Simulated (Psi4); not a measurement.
**GeSiH6O (SMILES [OH][GeH2][SiH3]): HF/def2-TZVP (ints tolerance 1e-06, sweep point 3)**

What is the vertical electron affinity of GeSiH6O at HF/def2-TZVP (ints tolerance 1e-06, sweep point 3)? 

The calculation is run with Psi4 1.11.

4 further runs of the same task are left out: 4 set aside as unsound or not needed. Runs told in other sessions of the task aren't counted.

## (1) The structure to begin with

GeSiH6O: 9 atoms, total charge 0, spin state singlet. As SMILES, `[OH][GeH2][SiH3]`. The coordinates come from a PBE0-D4/def2-TZVP relaxation. This is one conformer, not always the lowest.

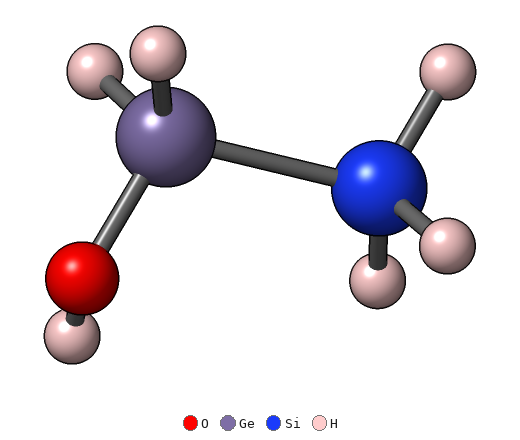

The structure, seen from a chosen angle (oxygen red, germanium purple, silicon blue, hydrogen pink).

## (2) A single-point energy at HF/def2-TZVP (ints tolerance 1e-06, sweep point 3)

calc.in reads:

```
memory 1600 MB

molecule {
  0 1
  O     -1.665400     1.003200    -0.854800
  Ge     0.086300     0.899600    -0.495500
  Si     0.525800    -1.010700     0.870400
  H     -1.973400     0.267900    -1.389000
  H      0.873700     0.832100    -1.824400
  H      0.388100     2.226700     0.215900
  H      1.986000    -1.132800     1.128400
  H      0.060100    -2.236200     0.166300
  H     -0.192800    -0.896100     2.165800
  symmetry c1
}

set {
  basis          def2-TZVP
  puream         true
  scf_type       direct
  ints_tolerance 1e-06
  maxiter        60
}

energy('hf')
print_variables()
```

On the command line:

```console
$ psi4 calc.in calc.out -n 1
```

calc.out:

```text
[...]
  Running in c1 symmetry.
[...]
  Nuclear repulsion =  271.699821236091680
[...]
  Multiplicity = 1
[...]
  Nalpha       = 30
  Nbeta        = 30
[...]
    Number of basis functions: 152
[...]
   @DF-RHF iter   1: -2441.40129740792690   -3.21277e+00   1.80493e-02 ADIIS/DIIS
[...]
   @RHF iter  11: -2442.71418944092466   -1.44868e-07   4.12153e-07 DIIS
[...]
    Orbital Energies [Eh]
    ---------------------
    Doubly Occupied:
       1A   -405.241511     2A    -68.778212     3A    -52.148470
       4A    -46.236173     5A    -46.236158     6A    -46.236073
       7A    -20.545777     8A     -7.193668     9A     -6.129680
      10A     -5.169889    11A     -5.169293    12A     -5.169018
      13A     -4.235737    14A     -4.235610    15A     -4.235548
      16A     -1.649742    17A     -1.644547    18A     -1.643516
      19A     -1.640386    20A     -1.640183    21A     -1.307240
      22A     -0.764541    23A     -0.701910    24A     -0.622518
      25A     -0.526746    26A     -0.518534    27A     -0.494587
      28A     -0.490714    29A     -0.459516    30A     -0.393265
[...]
  @RHF Final Energy: -2442.71418944092466
   => Energetics <=
    Nuclear Repulsion Energy =            271.6998212360916796
    One-Electron Energy =               -3945.9104731665538566
    Two-Electron Energy =                1231.4964624895376346
    Total Energy =                      -2442.7141894409242013
[...]
 Multipole Moments:
 ------------------------------------------------------------------------------------
     Multipole            Electronic (a.u.)      Nuclear  (a.u.)        Total (a.u.)
 ------------------------------------------------------------------------------------
 L = 1.  Multiply by 2.5417464519 to convert [e a0] to [Debye]
 Dipole X            :          0.2598597            0.1326905            0.3925502
 Dipole Y            :          7.1799697           -7.7282679           -0.5482982
 Dipole Z            :         -4.4637627            4.3283988           -0.1353639
 Magnitude           :                                                    0.6877863
[...]
```

Wall time 9.6 s (1 thread of AMD EPYC 7B13 (Zen 3), shared host); peak memory 0.31 GiB.

## (3) The doublet anion at the same level

geh6osi.inp reads:

```
memory 1600 MB

molecule {
  -1 2
  O     -1.665400     1.003200    -0.854800
  Ge     0.086300     0.899600    -0.495500
  Si     0.525800    -1.010700     0.870400
  H     -1.973400     0.267900    -1.389000
  H      0.873700     0.832100    -1.824400
  H      0.388100     2.226700     0.215900
  H      1.986000    -1.132800     1.128400
  H      0.060100    -2.236200     0.166300
  H     -0.192800    -0.896100     2.165800
  units angstrom
  symmetry c1
}

set globals {
  reference uhf
  puream true
  scf_type direct
  ints_tolerance 1e-06
  maxiter 100
}

energy_value = energy('scf/def2-TZVP')
```

On the command line:

```console
$ psi4 geh6osi.inp geh6osi.out -n 1
```

geh6osi.out:

```text
[...]
  Running in c1 symmetry.
[...]
  Nuclear repulsion =  271.699821236091680
[...]
  Multiplicity = 2
[...]
  Nalpha       = 31
  Nbeta        = 30
[...]
    Number of basis functions: 152
[...]
   @DF-UHF iter   1: -2441.00317019690692   -2.81464e+00   1.88564e-02 DIIS/ADIIS
[...]
   @UHF iter  15: -2442.63055522753120   -2.18495e-07   6.97093e-07 DIIS
[...]
   @S^2 Observed:                7.596230221E-01
[...]
    Orbital Energies [Eh]
    ---------------------
    Alpha Occupied:
       1A   -405.030353     2A    -68.594120     3A    -51.936418
       4A    -46.024509     5A    -46.024387     6A    -46.024322
       7A    -20.335285     8A     -6.982385     9A     -5.942551
      10A     -4.958916    11A     -4.958873    12A     -4.958113
      13A     -4.049252    14A     -4.048968    15A     -4.048455
      16A     -1.440791    17A     -1.433751    18A     -1.431711
      19A     -1.429815    20A     -1.429454    21A     -1.110668
      22A     -0.571786    23A     -0.508631    24A     -0.424173
      25A     -0.339806    26A     -0.325443    27A     -0.315339
      28A     -0.310896    29A     -0.266374    30A     -0.199157
      31A      0.066218
[...]
  @UHF Final Energy: -2442.63055522753120
   => Energetics <=
    Nuclear Repulsion Energy =            271.6998212360916796
    One-Electron Energy =               -3957.9421274057731353
    Two-Electron Energy =                1243.6117509421503655
    Total Energy =                      -2442.6305552275307491
  UHF NO Occupations:
  HONO-2 :   29  A 1.9991102
  HONO-1 :   30  A 1.9970461
  HONO-0 :   31  A 1.0000000
  LUNO+0 :   32  A 0.0029539
  LUNO+1 :   33  A 0.0008898
[...]
 Multipole Moments:
 ------------------------------------------------------------------------------------
     Multipole            Electronic (a.u.)      Nuclear  (a.u.)        Total (a.u.)
 ------------------------------------------------------------------------------------
 L = 1.  Multiply by 2.5417464519 to convert [e a0] to [Debye]
 Dipole X            :          0.3950448            0.1326905            0.5277353
 Dipole Y            :          7.7656550           -7.7282679            0.0373871
 Dipole Z            :         -4.4846149            4.3283988           -0.1562160
 Magnitude           :                                                    0.5516392
[...]
```

It took 12 s on 1 thread of AMD EPYC 7B13 (Zen 3), shared host; peak memory 0.32 GiB.

## (4) Summary of results

Level: HF/def2-TZVP (ints tolerance 1e-06, sweep point 3).

| quantity | value |
| --- | --- |
| singlet GeSiH6O: total energy | -2442.71419 Eh |
| singlet GeSiH6O: dipole moment | 1.75 D |
| singlet GeSiH6O: HOMO energy | -10.70 eV |
| singlet GeSiH6O: LUMO energy | 2.69 eV |
| singlet GeSiH6O: HOMO–LUMO gap | 13.39 eV |
| doublet anion: total energy | -2442.63056 Eh |
| doublet anion: HOMO energy (highest over α and β) | 1.80 eV |
| doublet anion: LUMO energy (lowest over α and β) | 7.59 eV |
| doublet anion: ⟨S²⟩ | 0.760 |
| vertical electron affinity (to the doublet anion) | -2.276 eV |

**Reading.** The anion lies 2.28 eV (220 kJ/mol) above the neutral: the electron isn't bound at this level, and such a value depends on the basis. Without diffuse functions anions come out too high. Hartree–Fock misses the correlation that binds many anions. The HOMO (doublet anion) lies at positive energy, 1.80 eV: the electron is unbound at this level or held by a compact basis; values depend on the basis.
